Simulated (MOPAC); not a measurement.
**Geometry relaxation, with input and output: CH5O2PSi (part 3 of 3)**

CH5O2PSi; AM1, closed shell, COSMO solvent methanol (MOPAC 23.2.5). The atoms were displaced at random from an optimised geometry.

Geometry of the input (Å):
```
O  0.7214  0.6725  1.5948
C  0.2486  -0.3601  1.6619
O  -0.3071  -1.0748  0.8545
Si -0.5853  -0.5179  -0.8244
P  0.0285  1.4694  -0.8270
H  0.3537  -0.8425  2.8419
H  -2.0458  -0.7418  -0.9090
H  0.2692  -1.6538  -1.4562
H  1.4981  1.3061  -1.0216
H  -0.0187  1.6979  -2.2414
```

## Trajectory as extended XYZ, continued
```
10
Properties=species:S:1:pos:R:3:forces:R:3 step=87 energy=-4.60463
O     0.3349    0.1916    0.8972    0.1541   0.2693  -0.0247
C     0.1764   -0.7317    1.8340   -0.2103  -0.2925  -0.1770
O    -0.4904   -1.6961    1.3644    0.0592   0.0676   0.1067
Si   -0.4982   -0.3503   -0.6212   -0.0800  -0.1741  -0.1944
P     0.0618    1.6829   -1.2858    0.0549  -0.0090   0.0621
H     0.5965   -0.5816    2.8349    0.0948   0.0085   0.2109
H    -1.9422   -0.3690   -0.6136    0.0344   0.0220  -0.0049
H     0.1635   -1.4009   -1.3771   -0.0688   0.0896   0.0747
H     1.3390    1.7037   -0.7626   -0.0471   0.0340   0.0185
H     0.4296    1.5066   -2.5968    0.0087  -0.0155  -0.0720
10
Properties=species:S:1:pos:R:3:forces:R:3 step=90 energy=-4.60847
O     0.3495    0.1931    0.8820   -0.0021  -0.0244   0.0185
C     0.1819   -0.7274    1.8249   -0.0038   0.0024  -0.0453
O    -0.5078   -1.6799    1.3702    0.0170   0.0054   0.0003
Si   -0.5196   -0.3512   -0.6252    0.0015  -0.0056  -0.0073
P     0.0654    1.6737   -1.3076    0.0030  -0.0014  -0.0061
H     0.6217   -0.5851    2.8257    0.0047   0.0018   0.0005
H    -1.9618   -0.3788   -0.5907    0.0018   0.0386  -0.0068
H     0.1301   -1.3899   -1.3924   -0.0076  -0.0138   0.0142
H     1.3091    1.7170   -0.7141   -0.0069   0.0192   0.0158
H     0.5024    1.4837   -2.5995   -0.0077  -0.0222   0.0163
10
Properties=species:S:1:pos:R:3:forces:R:3 step=93 energy=-4.61068
O     0.3580    0.1884    0.8624    0.0093  -0.0034   0.0251
C     0.1900   -0.7235    1.8142    0.0341   0.0512  -0.0218
O    -0.5191   -1.6678    1.3750   -0.0210  -0.0620  -0.0130
Si   -0.5387   -0.3491   -0.6298    0.0057  -0.0074  -0.0264
P     0.0682    1.6686   -1.3283    0.0196  -0.0102   0.0371
H     0.6463   -0.5805    2.8080   -0.0018   0.0009  -0.0120
H    -1.9808   -0.3758   -0.5689    0.0061   0.0472  -0.0154
H     0.0951   -1.3907   -1.4069   -0.0134  -0.0111   0.0206
H     1.2763    1.7293   -0.6614   -0.0361   0.0212  -0.0196
H     0.5755    1.4563   -2.5908   -0.0025  -0.0265   0.0254
10
Properties=species:S:1:pos:R:3:forces:R:3 step=96 energy=-4.60443
O     0.3826    0.1633    0.7907   -0.0047  -0.0801   0.0724
C     0.2295   -0.7313    1.7639   -0.1090  -0.0252  -0.1168
O    -0.5480   -1.6485    1.3859    0.1408   0.1475  -0.0070
Si   -0.6016   -0.3339   -0.6561    0.0085   0.0196   0.0733
P     0.0757    1.6436   -1.4163    0.5585  -0.1718  -0.0817
H     0.7500   -0.5927    2.7270   -0.0086  -0.0048  -0.0393
H    -2.0374   -0.2565   -0.4983    0.0592   0.0081  -0.0629
H    -0.0636   -1.4407   -1.4199   -0.0579   0.0334   0.0137
H     1.1059    1.8554   -0.4889   -0.2990  -0.0648  -0.3121
H     0.8777    1.2965   -2.5145   -0.2879   0.1381   0.4603
10
Properties=species:S:1:pos:R:3:forces:R:3 step=99 energy=-4.61398
O     0.3743    0.1702    0.8175    0.0362   0.0369   0.0105
C     0.2186   -0.7340    1.7786   -0.0100   0.0126  -0.0058
O    -0.5340   -1.6603    1.3769   -0.0026  -0.0156  -0.0338
Si   -0.5771   -0.3382   -0.6462   -0.0056  -0.0208   0.0364
P     0.0703    1.6466   -1.3865   -0.0012  -0.0496  -0.0706
H     0.7180   -0.5966    2.7511    0.0181   0.0011   0.0184
H    -2.0133   -0.2672   -0.5295    0.0063   0.0169  -0.0412
H    -0.0188   -1.4355   -1.4043   -0.0313  -0.0004  -0.0081
H     1.1540    1.8330   -0.5547    0.0206  -0.0017   0.0206
H     0.7789    1.3372   -2.5296   -0.0304   0.0206   0.0735
10
Properties=species:S:1:pos:R:3:forces:R:3 step=102 energy=-4.62388
O     0.3886    0.1654    0.8009   -0.0175  -0.0377   0.0297
C     0.2371   -0.7436    1.7590    0.0460   0.0676   0.0050
O    -0.5356   -1.6571    1.3638    0.0189   0.0285  -0.0145
Si   -0.5955   -0.3374   -0.6442   -0.0158  -0.0003  -0.0083
P     0.0710    1.6212   -1.4216    0.1471  -0.0117   0.0403
H     0.7598   -0.6168    2.7218   -0.0149  -0.0266   0.0044
H    -2.0235   -0.1776   -0.5268    0.0134  -0.0105  -0.0252
H    -0.0948   -1.4686   -1.3936   -0.0280   0.0187  -0.0106
H     1.0773    1.9055   -0.5082   -0.1085  -0.0693  -0.1033
H     0.8864    1.2642   -2.4776   -0.0407   0.0413   0.0826
10
Properties=species:S:1:pos:R:3:forces:R:3 step=104 energy=-4.61825
O     0.3872    0.1687    0.8093    0.0633   0.1800  -0.1038
C     0.2361   -0.7369    1.7650   -0.0532  -0.1473   0.0748
O    -0.5316   -1.6531    1.3605    0.0176   0.0078   0.0348
Si   -0.5903   -0.3409   -0.6388   -0.0313  -0.0304  -0.0469
P     0.0707    1.6228   -1.4090   -0.0321   0.0078   0.0107
H     0.7482   -0.6145    2.7323    0.0153  -0.0114   0.0409
H    -2.0206   -0.1975   -0.5375    0.0015   0.0059  -0.0101
H    -0.0805   -1.4600   -1.3988   -0.0142   0.0050  -0.0046
H     1.0962    1.8807   -0.5228    0.0095  -0.0165   0.0183
H     0.8553    1.2859   -2.4868    0.0236  -0.0009  -0.0142
10
Properties=species:S:1:pos:R:3:forces:R:3 step=107 energy=-4.62234
O     0.3946    0.1713    0.8025   -0.0147  -0.0267   0.0145
C     0.2438   -0.7372    1.7598   -0.0349  -0.0130  -0.0514
O    -0.5326   -1.6472    1.3563    0.0483   0.0505   0.0389
Si   -0.5988   -0.3429   -0.6378   -0.0016   0.0121  -0.0156
P     0.0729    1.6145   -1.4175    0.0291   0.0075  -0.0159
H     0.7616   -0.6191    2.7254    0.0007  -0.0188   0.0091
H    -2.0267   -0.1778   -0.5380    0.0035   0.0026   0.0031
H    -0.1067   -1.4664   -1.4019   -0.0033  -0.0017  -0.0036
H     1.0721    1.8922   -0.5038   -0.0156  -0.0263  -0.0242
H     0.8905    1.2679   -2.4716   -0.0115   0.0139   0.0451
10
Properties=species:S:1:pos:R:3:forces:R:3 step=110 energy=-4.62267
O     0.3945    0.1714    0.7996   -0.0018   0.0006  -0.0022
C     0.2457   -0.7352    1.7583   -0.0157  -0.0145  -0.0005
O    -0.5317   -1.6451    1.3590    0.0002  -0.0051   0.0009
Si   -0.6007   -0.3416   -0.6405    0.0024   0.0025   0.0059
P     0.0744    1.6152   -1.4200   -0.0081   0.0061   0.0022
H     0.7636   -0.6214    2.7250    0.0062   0.0093  -0.0156
H    -2.0287   -0.1764   -0.5368    0.0095   0.0016   0.0019
H    -0.1113   -1.4672   -1.4045   -0.0066   0.0081   0.0046
H     1.0676    1.8889   -0.5002    0.0036  -0.0129  -0.0096
H     0.8976    1.2667   -2.4666    0.0103   0.0043   0.0125
10
Properties=species:S:1:pos:R:3:forces:R:3 step=113 energy=-4.62331
O     0.3945    0.1689    0.7928    0.0029  -0.0123   0.0213
C     0.2479   -0.7371    1.7533    0.0041   0.0012  -0.0035
O    -0.5341   -1.6452    1.3608   -0.0001   0.0031  -0.0046
Si   -0.6056   -0.3380   -0.6431   -0.0140  -0.0046  -0.0133
P     0.0760    1.6145   -1.4276    0.0132  -0.0089   0.0089
H     0.7744   -0.6217    2.7151    0.0001   0.0043  -0.0093
H    -2.0313   -0.1643   -0.5315   -0.0058   0.0018   0.0010
H    -0.1284   -1.4697   -1.4056   -0.0030   0.0066   0.0015
H     1.0524    1.8908   -0.4907    0.0015   0.0031  -0.0010
H     0.9251    1.2570   -2.4500    0.0010   0.0057  -0.0011
10
Properties=species:S:1:pos:R:3:forces:R:3 step=116 energy=-4.62357
O     0.3978    0.1666    0.7862   -0.0109  -0.0163  -0.0185
C     0.2531   -0.7389    1.7471    0.0128   0.0203   0.0001
O    -0.5362   -1.6425    1.3590   -0.0087  -0.0113   0.0006
Si   -0.6143   -0.3368   -0.6445    0.0098   0.0126   0.0160
P     0.0815    1.6082   -1.4353    0.0053  -0.0032  -0.0092
H     0.7878   -0.6235    2.7042   -0.0045  -0.0120   0.0015
H    -2.0370   -0.1463   -0.5281   -0.0111   0.0010   0.0047
H    -0.1520   -1.4737   -1.4073   -0.0015  -0.0035  -0.0037
H     1.0314    1.8986   -0.4764    0.0109   0.0072   0.0040
H     0.9587    1.2434   -2.4315   -0.0022   0.0051   0.0045
10
Properties=species:S:1:pos:R:3:forces:R:3 step=119 energy=-4.62122
O     0.3992    0.1627    0.7779    0.0074   0.0078  -0.0107
C     0.2568   -0.7402    1.7411    0.0039  -0.0095   0.0083
O    -0.5387   -1.6413    1.3601   -0.0046  -0.0027   0.0035
Si   -0.6222   -0.3340   -0.6465   -0.0034   0.0069  -0.0002
P     0.0883    1.6042   -1.4425   -0.0084   0.0057  -0.0053
H     0.7990   -0.6253    2.6940   -0.0057  -0.0122   0.0051
H    -2.0434   -0.1334   -0.5221   -0.0038  -0.0018   0.0027
H    -0.1714   -1.4755   -1.4095   -0.0047  -0.0017  -0.0040
H     1.0152    1.9043   -0.4641    0.0125   0.0105   0.0031
H     0.9882    1.2337   -2.4151    0.0067  -0.0030  -0.0026
10
Properties=species:S:1:pos:R:3:forces:R:3 step=121 energy=-4.62124
O     0.4028    0.1548    0.7659    0.0056  -0.0107  -0.0100
C     0.2648   -0.7470    1.7327   -0.0348   0.1157  -0.1143
O    -0.5438   -1.6385    1.3625   -0.0813  -0.1161  -0.0315
Si   -0.6372   -0.3280   -0.6515    0.0540   0.0220   0.0804
P     0.1003    1.5981   -1.4557    0.0020   0.0582   0.1222
H     0.8130   -0.6336    2.6786    0.0682  -0.0013   0.0875
H    -2.0551   -0.1131   -0.5112    0.0018  -0.0017   0.0004
H    -0.2041   -1.4764   -1.4133   -0.0058  -0.0075  -0.0137
H     0.9960    1.9200   -0.4477   -0.0621  -0.0259  -0.0717
H     1.0343    1.2188   -2.3869    0.0525  -0.0325  -0.0492
10
Properties=species:S:1:pos:R:3:forces:R:3 step=124 energy=-4.62242
O     0.4015    0.1584    0.7700    0.0040   0.0002  -0.0080
C     0.2607   -0.7434    1.7350    0.0144   0.0110   0.0206
O    -0.5420   -1.6404    1.3615   -0.0219  -0.0159  -0.0138
Si   -0.6307   -0.3300   -0.6490    0.0077   0.0051   0.0088
P     0.0950    1.6015   -1.4502    0.0039   0.0073   0.0030
H     0.8094   -0.6299    2.6845   -0.0021  -0.0092  -0.0012
H    -2.0498   -0.1198   -0.5154    0.0005  -0.0022   0.0021
H    -0.1924   -1.4769   -1.4118   -0.0059   0.0039  -0.0047
H     1.0003    1.9129   -0.4540   -0.0011   0.0044  -0.0088
H     1.0189    1.2229   -2.3972    0.0007  -0.0046   0.0020
10
Properties=species:S:1:pos:R:3:forces:R:3 step=127 energy=-4.62265
O     0.4039    0.1559    0.7685    0.0044  -0.0021   0.0047
C     0.2618   -0.7458    1.7336   -0.0115  -0.0056  -0.0012
O    -0.5444   -1.6404    1.3605   -0.0020   0.0078  -0.0075
Si   -0.6329   -0.3278   -0.6485    0.0042   0.0001   0.0058
P     0.0976    1.6019   -1.4517    0.0034  -0.0013  -0.0060
H     0.8109   -0.6353    2.6831    0.0020  -0.0044  -0.0045
H    -2.0521   -0.1159   -0.5131    0.0083   0.0000   0.0037
H    -0.2002   -1.4759   -1.4131   -0.0045   0.0081  -0.0034
H     0.9987    1.9195   -0.4543    0.0019   0.0007   0.0043
H     1.0275    1.2190   -2.3916   -0.0061  -0.0032   0.0040
```

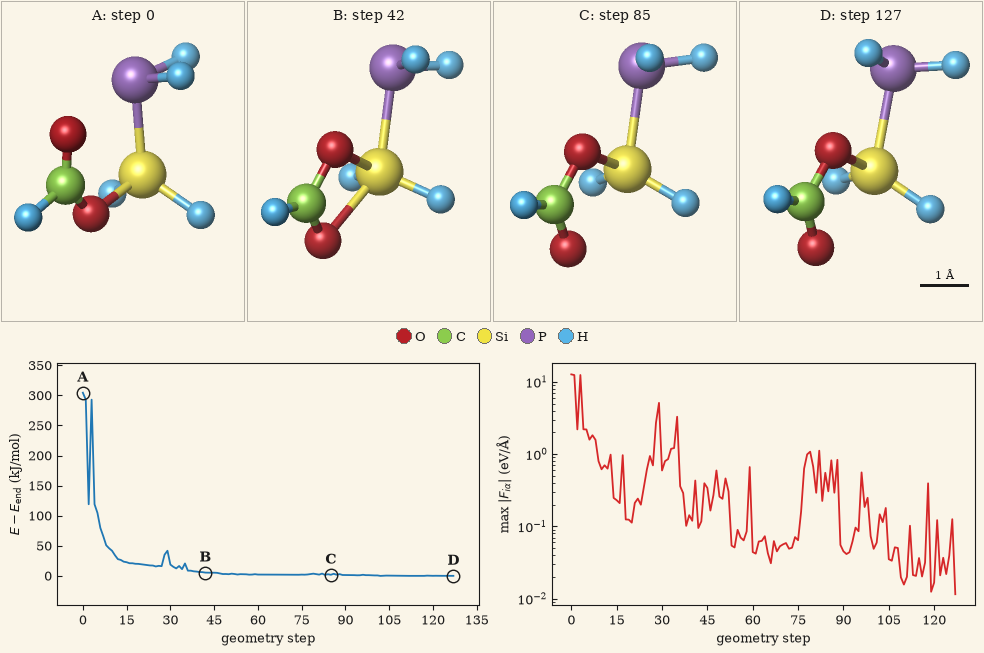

Figure 1. Frames of the relaxation (ball-and-stick view, seen at a tilt) above the curves, on which the letters mark them (steps are counted from 0).

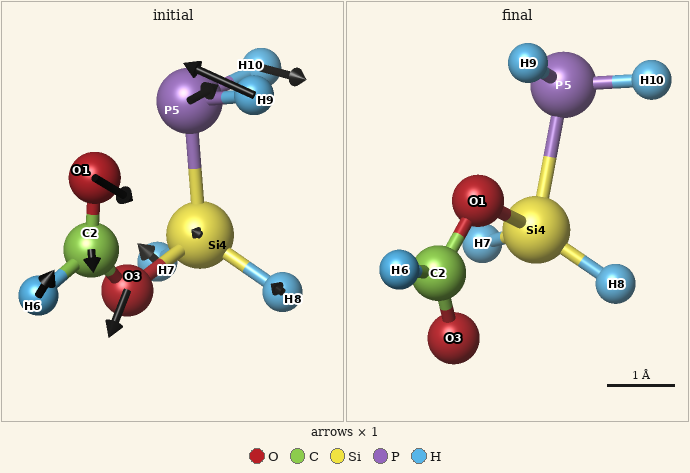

Figure 2. Before (left) and after (right) the relaxation, at one scale (ball-and-stick view, seen at a tilt). The black arrows give the displacements, at true length. After 127 geometry steps the energy has fallen by 304.5 kJ/mol. The largest force component goes from 13 to 0.012 eV/Å. The largest move after the best rigid fit is that of H9, 1.21 Å. By element the largest moves are H 1.21 Å, O 1.01 Å, P 0.65 Å, C 0.36 Å, Si 0.18 Å. Distances before and after: O1–Si4 2.996 → 1.821 Å, O3–Si4 1.791 → 2.401 Å, O1–C2 1.138 → 1.328 Å, C2–H6 1.279 → 1.102 Å. New bonds form: O1–Si4 (3.00 → 1.82 Å). Bonds break: O3–Si4 (1.79 → 2.40 Å). Among the angles that change: O1–C2–O3 133.3° → 109.6°, O3–C2–H6 115.4° → 130.1°, P5–Si4–H7 115.8° → 103.3°. (Atoms are counted from 1 in the order of the input.)

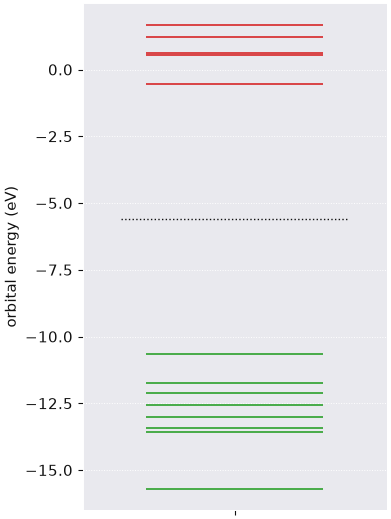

Figure 3. Orbital energies near the frontier; the dotted line parts filled from empty levels, and levels within 0.02 eV of each other stand side by side. Highest filled −10.66 eV, lowest empty −0.55 eV, 10.11 eV apart.
